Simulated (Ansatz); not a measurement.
## C: response to strain

Base system: C in the diamond structure (space group Fd-3m, No. 227; a = 3.532 Å). Axes: x, y, z lie along the cube axes.

Strains are applied to the cell and any free atomic positions relax; under biaxial strain the out-of-plane vector relaxes too.

The values are results of DFT with LDA, PAW potentials and a 420 eV plane-wave cutoff in Ansatz (an electronic-structure program), spin-orbit coupling left out, not measurements.

Notes on the quantities. in-plane stress: mean in-plane stress (compression positive).

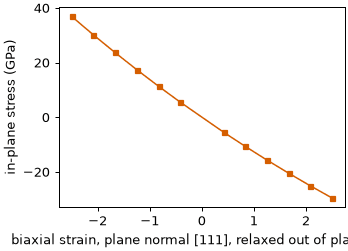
*in-plane stress against biaxial strain, plane normal [111], relaxed out of plane*

### Question
From the plot, what is the in-plane stress for biaxial strain +2.08 %, plane normal [111], relaxed out of plane?

### Answer
About -25 GPa.

### Question
Is the trend monotonic over the range shown?

### Answer
Yes, it falls throughout, spanning -29.5 GPa to +37.0 GPa.

Stability against distortions was not tested.
